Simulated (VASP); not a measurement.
# Si2Ni: structure and properties in VASP, part 4 of 7

What structure and properties does PBE + U give Si2Ni, and how near are they to the measured ones? The start is a cell from a database of measured crystal structures.

VASP 6.6.1, plane waves and PAW; the level of theory is named at each step.

Still holding for the runs below: A U on the itinerant d states of such a compound is hard to justify; it moves the bands at the Fermi level.

So far. Step 4 (Magnetic order: antiferromagnetic, q = (1/2, 1/2, 0)): The energy lies +3.4 meV an atom from the first pattern, a difference of sampling, since both runs hold the same state. The moments fall under 0.1 μB, and the mesh shows no gap. Step 5 (The orders side by side): All patterns lost their moments. Runs that ended non-magnetic differ by up to 3.4 meV an atom among themselves, which is the error from the unlike meshes of the cells. The session goes on with moments started at or near zero.

**6. Full relaxation (PBE + U)**

This step: PBE, DFT+U (Ni d 3 eV), zero-moment start; plane waves and PAW (Si, Ni) (VASP 6.6.1).

System of this step: Si2Ni. Symmetry: Fm-3m, No. 225, cubic system. Conventional cell: a = 5.406 Å, b = 5.406 Å, c = 5.406 Å, α = 90.00°, β = 90.00°, γ = 90.00°. Si has 4 Ni at 2.34 Å nearest. Nearest to Ni lie 8 Si at 2.34 Å. Farther neighbours are not listed.

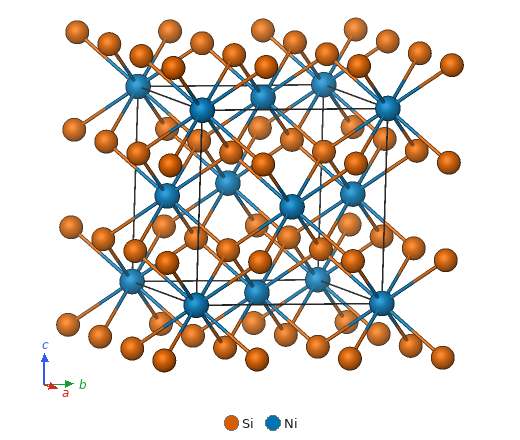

The cell of this step (silicon orange, nickel blue). Some periodic images of atoms are drawn too.

The start need not lie at this functional's minimum. ISIF = 3 frees volume, shape and positions, and EDIFFG sets the threshold on forces and stress at which the search stops.

INCAR

```
SYSTEM = Si2Ni
PREC = Accurate
ENCUT = 400
EDIFF = 1E-06
NELM = 100
ISMEAR = 0
SIGMA = 0.05
LREAL = .FALSE.
ALGO = Normal
GGA = PE
NBANDS = 16
ISPIN = 2
MAGMOM = 0 0 0
LDAU = .TRUE.
LDAUTYPE = 2
LDAUL = -1 2
LDAUU = 0 3
LDAUJ = 0 0
LDAUPRINT = 1
LASPH = .TRUE.
LMAXMIX = 4
LORBIT = 11
LWAVE = .FALSE.
LCHARG = .FALSE.
KPAR = 8
IBRION = 2
NSW = 60
ISIF = 3
EDIFFG = -0.01
```

POSCAR

```
Si2Ni
1.0
    0.0000000000      2.7030000000      2.7030000000
    2.7030000000      0.0000000000      2.7030000000
    2.7030000000      2.7030000000      0.0000000000
Si Ni
2 1
Direct
    0.2500000000      0.2500000000      0.2500000000
    0.7500000000      0.7500000000      0.7500000000
    0.0000000000      0.0000000000      0.0000000000
```

KPOINTS

```
Automatic mesh
0
Gamma
9 9 9
0 0 0
```

The projector-augmented-wave data sets are Si and Ni (PBE family, release 64).

The run is started by

```sh
mpirun -np 8 vasp_std
```

The log of the run:

```text
[banner, memory and clock lines left out]
running    8 mpi-ranks, on    1 nodes
 distrk:  each k-point on    1 cores,    8 groups
 distr:  one band on    1 cores,    1 groups

 POSCAR found type information on POSCAR SiNi
 POSCAR found :  2 types and       3 ions
 [... a notice as in an earlier step ...]

 LDA part: xc-table for (Slater+PW92), standard interpolation
 POSCAR, INCAR and KPOINTS ok, starting setup
 FFT: planning ... GRIDC
 FFT: planning ... GRID_SOFT
 FFT: planning ... GRID
 WAVECAR not read
 entering main loop
       N       E                     dE             d eps       ncg     rms          rms(c)
DAV:   1     0.550312833670E+02    0.55031E+02   -0.65962E+03  2280   0.925E+02
DAV:   2    -0.141232676340E+02   -0.69155E+02   -0.62965E+02  2552   0.189E+02
DAV:   3    -0.167017503009E+02   -0.25785E+01   -0.25476E+01  2840   0.414E+01
DAV:   4    -0.167370418000E+02   -0.35291E-01   -0.35256E-01  2656   0.471E+00
DAV:   5    -0.167378890518E+02   -0.84725E-03   -0.84720E-03  2848   0.742E-01    0.137E+01
DAV:   6    -0.188123047030E+02   -0.20744E+01   -0.20808E+01  2352   0.109E+02    0.164E+01
DAV:   7    -0.155664799558E+02    0.32458E+01   -0.69973E+00  2792   0.714E+01    0.294E+00
DAV:   8    -0.155615192468E+02    0.49607E-02   -0.65262E-01  3056   0.115E+01    0.235E+00
DAV:   9    -0.155211588022E+02    0.40360E-01   -0.14442E-01  2640   0.788E+00    0.364E-01
DAV:  10    -0.155216335913E+02   -0.47479E-03   -0.47027E-03  2632   0.515E-01    0.222E-01
DAV:  11    -0.155218580771E+02   -0.22449E-03   -0.56652E-04  2600   0.261E-01    0.252E-02
DAV:  12    -0.155218763311E+02   -0.18254E-04   -0.44997E-05  2936   0.128E-01    0.165E-02
DAV:  13    -0.155218764788E+02   -0.14775E-06   -0.82208E-06  2608   0.484E-02
   1 F= -.15521876E+02 E0= -.15521472E+02  d E =-.155219E+02  mag=    -0.0000
 curvature:   0.00 expect dE= 0.000E+00 dE for cont linesearch  0.000E+00
 trial: gam= 0.00000 g(F)=  0.151E-47 g(S)=  0.242E-02 ort = 0.000E+00 (trialstep = 0.100E+01)
 search vector abs. value=  0.242E-02
 bond charge predicted
       N       E                     dE             d eps       ncg     rms          rms(c)
DAV:   1    -0.155543610175E+02   -0.32485E-01   -0.25812E-01  2360   0.101E+01    0.170E+00
DAV:   2    -0.156086827880E+02   -0.54322E-01   -0.50098E-01  2712   0.183E+01    0.247E+00
DAV:   3    -0.155228873772E+02    0.85795E-01   -0.23037E-01  2496   0.120E+01    0.311E-01
DAV:   4    -0.155220093329E+02    0.87804E-03   -0.39958E-03  2512   0.665E-01    0.790E-02
DAV:   5    -0.155219612586E+02    0.48074E-04   -0.18218E-04  3480   0.221E-01    0.279E-02
DAV:   6    -0.155219620626E+02   -0.80400E-06   -0.19255E-05  2944   0.397E-02    0.720E-03
DAV:   7    -0.155219626542E+02   -0.59160E-06   -0.94255E-07  1728   0.927E-03
   2 F= -.15521963E+02 E0= -.15521575E+02  d E =-.861754E-04  mag=    -0.0000
 trial-energy change:   -0.000086  1 .order   -0.000157   -0.002418    0.002104
 step:   0.5112(harm=  0.5348)  dis= 0.00000  next Energy=   -15.522485 (dE=-0.609E-03)
 bond charge predicted
       N       E                     dE             d eps       ncg     rms          rms(c)
DAV:   1    -0.155302061298E+02   -0.82441E-02   -0.61540E-02  2352   0.492E+00    0.830E-01
DAV:   2    -0.155427126170E+02   -0.12506E-01   -0.12006E-01  2608   0.884E+00    0.119E+00
DAV:   3    -0.155226646517E+02    0.20048E-01   -0.51836E-02  2576   0.593E+00    0.132E-01
DAV:   4    -0.155224808509E+02    0.18380E-03   -0.10267E-03  2400   0.245E-01    0.392E-02
DAV:   5    -0.155224659206E+02    0.14930E-04   -0.47095E-05  3112   0.139E-01    0.127E-02
DAV:   6    -0.155224666330E+02   -0.71238E-06   -0.77283E-06  2632   0.232E-02
   3 F= -.15522467E+02 E0= -.15522071E+02  d E =-.590154E-03  mag=     0.0000
 curvature:  -0.27 expect dE=-0.227E-07 dE for cont linesearch -0.227E-07
 trial: gam=-0.00589 g(F)=  0.458E-47 g(S)=  0.849E-07 ort = 0.143E-04 (trialstep = 0.902E+00)
 search vector abs. value=  0.103E-09
 reached required accuracy - stopping structural energy minimisation
```

It took 12 s on 8 MPI ranks of Intel Xeon 6975P-C (Granite Rapids), shared host; peak memory 1.6 GiB; 91 s of CPU time.

From OUTCAR (step 6):

```text
   k-points           NKPTS =     35   k-points in BZ     NKDIM =     35   number of bands    NBANDS=     16

   NELECT =      18.0000    total number of electrons

atom =   3  type =  2  l = 2

 onsite density matrix

spin component  1

  0.8416  0.0000  0.0000  0.0000  0.0000
  0.0000  0.8416  0.0000 -0.0000 -0.0000
  0.0000  0.0000  0.8961  0.0000 -0.0000
  0.0000 -0.0000  0.0000  0.8416 -0.0000
  0.0000 -0.0000 -0.0000 -0.0000  0.8961

spin component  2

 occupancies and eigenvectors

  o =  0.8416  v =  0.0000  0.0000  0.0000  0.0000  0.0000  0.0000 -0.8280  0.0000 -0.5608  0.0000      0.0000  0.0000  0.0000  0.0000  0.0000  0.0000  0.0000  0.0000  0.0000  0.0000
  o =  0.8416  v =  0.0000  0.0000  0.0000  0.0000  0.0000  0.0000 -0.5608 -0.0000  0.8280 -0.0000      0.0000  0.0000  0.0000  0.0000  0.0000  0.0000  0.0000  0.0000  0.0000  0.0000
  o =  0.8416  v =  0.0000  0.0000  0.0000  0.0000  0.0000  1.0000  0.0000  0.0000  0.0000  0.0000      0.0000  0.0000  0.0000  0.0000  0.0000  0.0000  0.0000  0.0000  0.0000  0.0000
  o =  0.8416  v =  0.0000 -0.8761 -0.0000 -0.4821 -0.0000  0.0000  0.0000  0.0000  0.0000  0.0000      0.0000  0.0000  0.0000  0.0000  0.0000  0.0000  0.0000  0.0000  0.0000  0.0000
  o =  0.8416  v =  0.0000 -0.4821  0.0000  0.8761 -0.0000  0.0000  0.0000  0.0000  0.0000  0.0000      0.0000  0.0000  0.0000  0.0000  0.0000  0.0000  0.0000  0.0000  0.0000  0.0000
  o =  0.8416  v =  1.0000  0.0000  0.0000  0.0000  0.0000  0.0000  0.0000  0.0000  0.0000  0.0000      0.0000  0.0000  0.0000  0.0000  0.0000  0.0000  0.0000  0.0000  0.0000  0.0000
  o =  0.8961  v =  0.0000  0.0000  0.1965 -0.0000 -0.9805  0.0000  0.0000  0.0000  0.0000  0.0000      0.0000  0.0000  0.0000  0.0000  0.0000  0.0000  0.0000  0.0000  0.0000  0.0000
  o =  0.8961  v =  0.0000 -0.0000  0.9805 -0.0000  0.1965  0.0000  0.0000  0.0000  0.0000  0.0000      0.0000  0.0000  0.0000  0.0000  0.0000  0.0000  0.0000  0.0000  0.0000  0.0000
  o =  0.8961  v =  0.0000  0.0000  0.0000  0.0000  0.0000  0.0000  0.0000  0.9208  0.0000  0.3900      0.0000  0.0000  0.0000  0.0000  0.0000  0.0000  0.0000  0.0000  0.0000  0.0000
  o =  0.8961  v =  0.0000  0.0000  0.0000  0.0000  0.0000  0.0000  0.0000 -0.3900  0.0000  0.9208      0.0000  0.0000  0.0000  0.0000  0.0000  0.0000  0.0000  0.0000  0.0000  0.0000

 E-fermi :  10.2329

 spin component 1
 k-point     1 :       0.0000    0.0000    0.0000
  band No.  band energies     occupation
    ...
      3       4.8791      1.00000
      4       4.8791      1.00000
      5       6.3670      1.00000
      6       6.3670      1.00000
      7       9.9627      1.00000
      8      11.8780      0.00000
      9      11.8780      0.00000
     10      11.8780      0.00000
     11      12.7251      0.00000
     12      12.7251      0.00000
    ...

 k-point     2 :       0.1111    0.0000    0.0000
  band No.  band energies     occupation
    ...
      3       4.9373      1.00000
      4       4.9373      1.00000
      5       6.3393      1.00000
      6       6.3393      1.00000
      7       9.5147      1.00000
      8      10.9373      0.00000
      9      11.2473      0.00000
     10      11.2473      0.00000
     11      13.2830      0.00000
     12      13.2830      0.00000
    ...

  Total        0.0013269      0.0013269      0.0013269     -0.0000000     -0.0000000      0.0000000
  in kB        0.0535276      0.0535276      0.0535276     -0.0000000     -0.0000000      0.0000000
  external PRESSURE =       0.0535276 kB  Pullay stress =       0.0000000 kB

 POSITION                                       TOTAL-FORCE (eV/Angst)
 -----------------------------------------------------------------------------------
      1.35399      1.35399      1.35399        -0.000000     -0.000000     -0.000000
      4.06196      4.06196      4.06196         0.000000      0.000000      0.000000
      0.00000      0.00000      0.00000        -0.000000     -0.000000     -0.000000
 -----------------------------------------------------------------------------------
    total drift:                               -0.000000     -0.000000      0.000000

  FREE ENERGIE OF THE ION-ELECTRON SYSTEM (eV)
  ---------------------------------------------------
  free  energy   TOTEN  =       -15.5224666330 eV

  energy  without entropy=      -15.5216753728  energy(sigma->0) =      -15.52207100

 reached required accuracy - stopping structural energy minimisation

 magnetization (x)
# of ion       s       p       d       tot
------------------------------------------
    1        0.000   0.000   0.000   0.000
    2        0.000   0.000   0.000   0.000
    3        0.000   0.000   0.000   0.000
--------------------------------------------------
tot          0.000   0.000   0.000   0.000

[... 5 parts as in an earlier step ...]

[... 12 further parts left out ...]
```

This run allows spin, but its moments start at zero, where symmetry between the spins tends to hold them, although Ni can carry a moment. The run keeps the 48 symmetry operations of its start, so it cannot find a distortion of lower symmetry.

Step by step:

```tsv
step	energy less that of the first step (eV)	largest force (eV/Å)	pressure (GPa)	volume (Å³)
1	0.0000	0.0000	0.91	39.50
2	-0.0001	0.0000	-0.78	39.93
3	-0.0006	0.0000	0.01	39.72
```

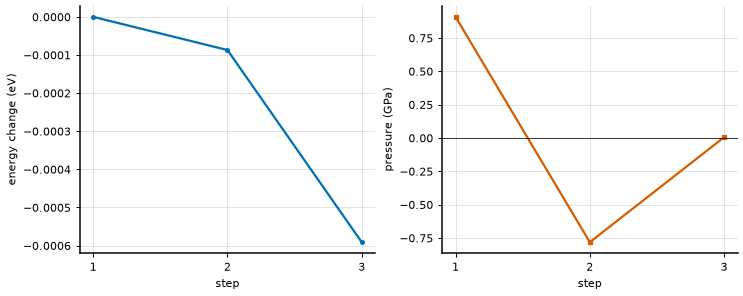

Energy and pressure along the relaxation.

```tsv
conventional cell, symmetrised	before	after	change
a (Å)	5.406	5.416	+0.2 %
b (Å)	5.406	5.416	+0.2 %
c (Å)	5.406	5.416	+0.2 %
volume (Å³/atom)	13.17	13.24	+0.6 %
```

Final coordinates:

```cif
data_structure
_symmetry_space_group_name_H-M 'P 1'
_symmetry_Int_Tables_number 1
_cell_length_a 3.8297
_cell_length_b 3.8297
_cell_length_c 3.8297
_cell_angle_alpha 60.000
_cell_angle_beta 60.000
_cell_angle_gamma 60.000
_cell_volume 39.72
loop_
_atom_site_label
_atom_site_type_symbol
_atom_site_fract_x
_atom_site_fract_y
_atom_site_fract_z
_atom_site_occupancy
Si1 Si 0.25000 0.25000 0.25000 1
Si2 Si 0.75000 0.75000 0.75000 1
Ni3 Ni 0.00000 0.00000 0.00000 1
```

Numbers from this step:

```yaml
electrons: 18
bands: 16
irreducible_k_points: 35
symmetry_operations: 48
free_energy_toten: -15.52 eV
energy_at_zero_smearing: -15.52 eV
fermi_energy: 10.23 eV
pressure: 0.005353 GPa
scf_cycles_over_all_ionic_steps: 26
```

It ends with forces that vanish by symmetry and a pressure of 0.01 GPa.

**7. Single point with fields (PBE + U)**

A single point on the relaxed cell gives a clean self-consistent state, with density, ELF and potential written out.

INCAR, as its differences from that of step 6:

```diff
@@ -23,7 +23,5 @@
 LWAVE = .FALSE.
-LCHARG = .FALSE.
-KPAR = 8
-IBRION = 2
-NSW = 60
-ISIF = 3
-EDIFFG = -0.01
+LCHARG = .TRUE.
+ISIF = 2
+LELF = .TRUE.
+LVHAR = .TRUE.
```

POSCAR

```
Si2Ni
1.0
    0.0000000000      2.7079749037      2.7079749037
    2.7079749037      0.0000000000      2.7079749037
    2.7079749037      2.7079749037      0.0000000000
Si Ni
2 1
Direct
    0.2500000000      0.2500000000      0.2500000000
    0.7500000000      0.7500000000      0.7500000000
    0.0000000000      0.0000000000      0.0000000000
```

KPOINTS is that of step 6.

The run is started by

```sh
mpirun -np 8 vasp_std
```

The log of the run:

```text
[banner, memory and clock lines left out]
running    8 mpi-ranks, on    1 nodes
 distrk:  each k-point on    8 cores,    1 groups
 distr:  one band on    1 cores,    8 groups

 POSCAR found type information on POSCAR SiNi
 POSCAR found :  2 types and       3 ions
 [... a notice as in an earlier step ...]

 LDA part: xc-table for (Slater+PW92), standard interpolation
 POSCAR, INCAR and KPOINTS ok, starting setup
 FFT: planning ... GRIDC
 FFT: planning ... GRID_SOFT
 FFT: planning ... GRID
 WAVECAR not read
 entering main loop
       N       E                     dE             d eps       ncg     rms          rms(c)
DAV:   1     0.561489008816E+02    0.56149E+02   -0.66716E+03  2296   0.949E+02
DAV:   2    -0.139996466453E+02   -0.70149E+02   -0.63743E+02  2496   0.188E+02
DAV:   3    -0.166907545794E+02   -0.26911E+01   -0.26609E+01  2888   0.426E+01
DAV:   4    -0.167275142751E+02   -0.36760E-01   -0.36734E-01  2672   0.475E+00
DAV:   5    -0.167283820258E+02   -0.86775E-03   -0.86772E-03  2816   0.755E-01    0.136E+01
DAV:   6    -0.188217685607E+02   -0.20934E+01   -0.20793E+01  2352   0.108E+02    0.164E+01
DAV:   7    -0.155677541405E+02    0.32540E+01   -0.69667E+00  2800   0.712E+01    0.290E+00
DAV:   8    -0.155622413175E+02    0.55128E-02   -0.65336E-01  3064   0.115E+01    0.234E+00
DAV:   9    -0.155222512283E+02    0.39990E-01   -0.14352E-01  2688   0.781E+00    0.364E-01
DAV:  10    -0.155227236338E+02   -0.47241E-03   -0.46900E-03  2592   0.506E-01    0.224E-01
DAV:  11    -0.155229486835E+02   -0.22505E-03   -0.57063E-04  2624   0.259E-01    0.251E-02
DAV:  12    -0.155229674725E+02   -0.18789E-04   -0.43839E-05  2856   0.125E-01    0.169E-02
DAV:  13    -0.155229676545E+02   -0.18199E-06   -0.93110E-06  2632   0.525E-02
   1 F= -.15522968E+02 E0= -.15522571E+02  d E =-.792329E-03  mag=    -0.0000
```

The job ended after 6.4 s (8 MPI ranks; peak memory 0.82 GiB).

From OUTCAR (step 7):

```text
   ENCUT  =  400.0 eV  29.40 Ry    5.42 a.u.   6.25  6.25  6.25*2*pi/ulx,y,z

   NELECT =      18.0000    total number of electrons

atom =   3  type =  2  l = 2

 onsite density matrix

spin component  1

  0.8417  0.0000 -0.0000 -0.0000 -0.0000
  0.0000  0.8417 -0.0000 -0.0000 -0.0000
 -0.0000 -0.0000  0.8962 -0.0000  0.0000
 -0.0000 -0.0000 -0.0000  0.8417  0.0000
 -0.0000 -0.0000  0.0000  0.0000  0.8962

spin component  2

 occupancies and eigenvectors

  o =  0.8417  v =  0.0000  0.0000  0.0000  0.0000  0.0000  0.0000 -0.9864 -0.0000  0.1645 -0.0000      0.0000  0.0000  0.0000  0.0000  0.0000  0.0000  0.0000  0.0000  0.0000  0.0000
  o =  0.8417  v =  0.0000  0.0000  0.0000  0.0000  0.0000  1.0000  0.0000  0.0000  0.0000  0.0000      0.0000  0.0000  0.0000  0.0000  0.0000  0.0000  0.0000  0.0000  0.0000  0.0000
  o =  0.8417  v =  0.0000  0.0000  0.0000  0.0000  0.0000  0.0000  0.1645 -0.0000  0.9864 -0.0000      0.0000  0.0000  0.0000  0.0000  0.0000  0.0000  0.0000  0.0000  0.0000  0.0000
  o =  0.8417  v =  0.0000  0.9504  0.0000  0.3111 -0.0000  0.0000  0.0000  0.0000  0.0000  0.0000      0.0000  0.0000  0.0000  0.0000  0.0000  0.0000  0.0000  0.0000  0.0000  0.0000
  o =  0.8417  v =  1.0000  0.0000  0.0000  0.0000  0.0000  0.0000  0.0000  0.0000  0.0000  0.0000      0.0000  0.0000  0.0000  0.0000  0.0000  0.0000  0.0000  0.0000  0.0000  0.0000
  o =  0.8417  v =  0.0000 -0.3111  0.0000  0.9504  0.0000  0.0000  0.0000  0.0000  0.0000  0.0000      0.0000  0.0000  0.0000  0.0000  0.0000  0.0000  0.0000  0.0000  0.0000  0.0000
  o =  0.8962  v =  0.0000 -0.0000 -0.8246  0.0000  0.5657  0.0000  0.0000  0.0000  0.0000  0.0000      0.0000  0.0000  0.0000  0.0000  0.0000  0.0000  0.0000  0.0000  0.0000  0.0000
  o =  0.8962  v =  0.0000  0.0000  0.5657 -0.0000  0.8246  0.0000  0.0000  0.0000  0.0000  0.0000      0.0000  0.0000  0.0000  0.0000  0.0000  0.0000  0.0000  0.0000  0.0000  0.0000
  o =  0.8962  v =  0.0000  0.0000  0.0000  0.0000  0.0000  0.0000 -0.0000  0.9810  0.0000  0.1940      0.0000  0.0000  0.0000  0.0000  0.0000  0.0000  0.0000  0.0000  0.0000  0.0000
  o =  0.8962  v =  0.0000  0.0000  0.0000  0.0000  0.0000  0.0000  0.0000  0.1940 -0.0000 -0.9810      0.0000  0.0000  0.0000  0.0000  0.0000  0.0000  0.0000  0.0000  0.0000  0.0000

 E-fermi :  10.2325

 spin component 1
 k-point     1 :       0.0000    0.0000    0.0000
  band No.  band energies     occupation
    ...
      3       4.8787      1.00000
      4       4.8787      1.00000
      5       6.3666      1.00000
      6       6.3666      1.00000
      7       9.9624      1.00000
      8      11.8777      0.00000
      9      11.8777      0.00000
     10      11.8777      0.00000
     11      12.7252      0.00000
     12      12.7252      0.00000
    ...

 k-point     2 :       0.1111    0.0000    0.0000
  band No.  band energies     occupation
    ...
      3       4.9369      1.00000
      4       4.9369      1.00000
      5       6.3389      1.00000
      6       6.3389      1.00000
      7       9.5144      1.00000
      8      10.9371      0.00000
      9      11.2471      0.00000
     10      11.2471      0.00000
     11      13.2829      0.00000
     12      13.2829      0.00000
    ...

  Total        0.0101808      0.0101808      0.0101808      0.0000000      0.0000000      0.0000000
  in kB        0.4107045      0.4107045      0.4107045      0.0000000      0.0000000      0.0000000
  external PRESSURE =       0.4107045 kB  Pullay stress =       0.0000000 kB

 POSITION                                       TOTAL-FORCE (eV/Angst)
 -----------------------------------------------------------------------------------
      1.35399      1.35399      1.35399         0.000000      0.000000      0.000000
      4.06196      4.06196      4.06196        -0.000000     -0.000000     -0.000000
      0.00000      0.00000      0.00000        -0.000000     -0.000000     -0.000000
 -----------------------------------------------------------------------------------
    total drift:                               -0.000000     -0.000000      0.000000

  FREE ENERGIE OF THE ION-ELECTRON SYSTEM (eV)
  ---------------------------------------------------
  free  energy   TOTEN  =       -15.5229676545 eV

  energy  without entropy=      -15.5221753258  energy(sigma->0) =      -15.52257149

 magnetization (x)
# of ion       s       p       d       tot
------------------------------------------
    1        0.000   0.000   0.000   0.000
    2        0.000   0.000   0.000   0.000
    3        0.000   0.000  -0.000  -0.000
--------------------------------------------------
tot          0.000   0.000  -0.000   0.000

[... 4 parts as in an earlier step ...]

[... 16 further parts left out ...]
```

With spin, VASP writes an ELF for each channel.

This step gave:

* SCF cycles: 13
* pressure: 0.04107 GPa

Valence electrons inside each PAW sphere by angular momentum. Sphere charges, by row:

```tsv
atom	s (e)	p (e)	d (e)	tot (e)
Si1	0.749	0.831	0	1.58
Si2	0.749	0.831	0	1.58
Ni3	0.544	0.761	8.599	9.904
```

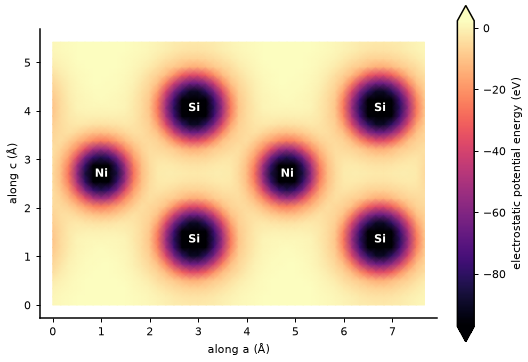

Electrostatic potential energy in the ac plane of a cell with a along [110], b along [-110] and c along [001] of the cube at fractional y = 0.000, with atoms of Si and Ni within 0.2 Å of it. With pseudopotentials it is smooth inside the atoms' cores, unlike the true potential. The map starts off the cell's origin, so that atoms lie inside it.

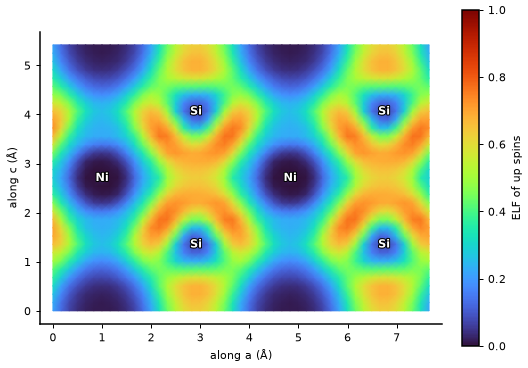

ELF of up spins in the ac plane of a cell with a along [110], b along [-110] and c along [001] of the cube at fractional y = 0.000, with atoms of Si and Ni within 0.2 Å of it. It is the smooth field of the valence electrons, not physical close to the nuclei. The map starts off the cell's origin, so that atoms lie inside it.

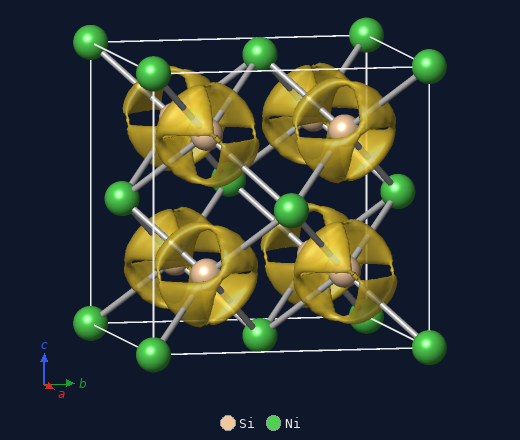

Surface of ELF of up spins = 0.69.

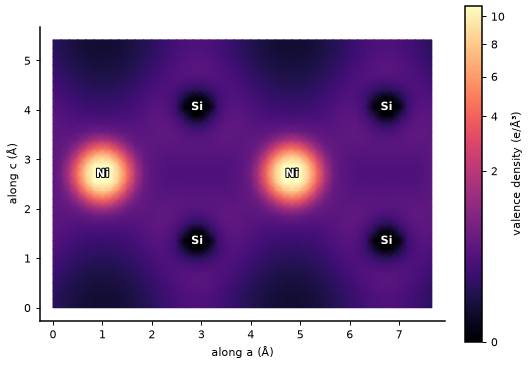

Valence density in the ac plane of a cell with a along [110], b along [-110] and c along [001] of the cube at fractional y = 0.000, with atoms of Si and Ni within 0.2 Å of it. It is the smooth field of the valence electrons, not physical close to the nuclei. The map starts off the cell's origin, so that atoms lie inside it. The colour scale is stretched toward low values.

In this run the pressure is 0.04 GPa, small enough to go on.

(Continued in part 5 of 7.)

[Lines on the potential files, build, host, timing and source positions are cut from VASP's logs without a mark.]

[Logs are printed without paths, hosts, clocks, repeated set-up lines and the standing remarks that a program may print on its own settings, such as how far it seeks lower states.]

[Hosts, paths, dates, database ids (printed as entryN), source tags and the programs' standing remarks are cut or masked in the printed files.]

[A measured line is paired with the nearest computed mode of its activity, which favours agreement.]

[In band tables of VASP the shares of atoms and orbitals are scaled to a sum of 1 inside the atoms' spheres.]
